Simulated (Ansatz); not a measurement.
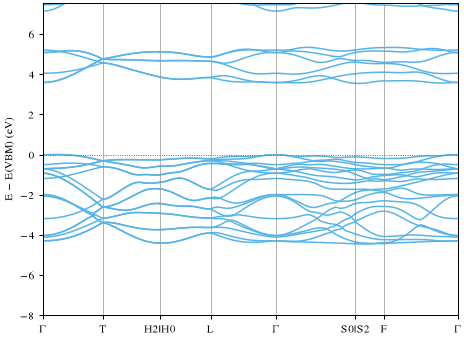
Band structure from PBE in the plane-wave PAW code Ansatz

Problem. Read off the gap and where the band edges lie.

Solution. About 3.5 eV (3.54 eV by a search for the band edges); maximum on the Γ–T line, 25 % of the way from Γ, minimum on the S2–F line, 10 % of the way from S2.

The material is LiNbO₃ in space group R3c (No. 161; Li on 6a, Nb on 6a, O on 18b).

The cell was relaxed with PBE under the symmetry of its start. No spin polarisation was allowed. Scalar-relativistic: spin–orbit coupling is off unless named, which matters more the heavier the elements.

Potentials: the earlier of the program's two PAW sets.
